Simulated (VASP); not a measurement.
Band structure of BeS (zinc blende). Method: r2SCAN+rVV10, VASP's PBE PAW potentials (set 64) (plane waves; VASP).

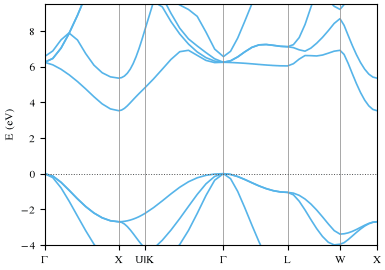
Bands along high-symmetry lines, zero at the valence-band maximum or, without a gap, the Fermi level

Read the plot: is there a gap, and where are the band edges?

The gap is indirect, 3.53 eV, from the valence maximum at Γ to the conduction minimum at X.

The compound is BeS in the zinc blende structure. It was relaxed first.
